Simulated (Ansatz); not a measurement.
Base system: CsI in the CsCl type structure (space group Pm-3m, No. 221; a = 4.610 Å). Axes: x, y, z lie along the cube axes.

Perturbation: biaxial strain −1.47 %, plane normal [001], relaxed out of plane (Cartesian); in-plane vectors clamped, the third vector and the atoms free.

Level of theory: Ansatz (an electronic-structure program), r2SCAN, PAW, cutoff 500 eV, no SOC.

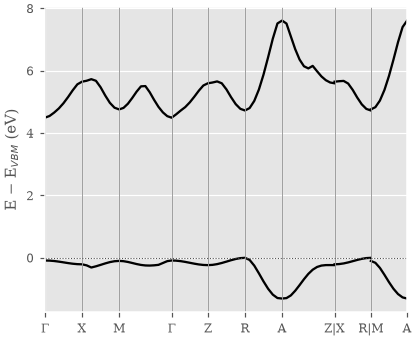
*Highest valence and lowest conduction band along the path of the changed cell's own zone*

Problem. Read the changed gap and its character from the plot.

Solution. About 4.5 eV, indirect, R → Γ.

Spin-orbit coupling, missing from the scalar runs, can matter with I. Whether these cells are dynamically stable was not tested. Labels are those of the standard path for the cell's own space group.
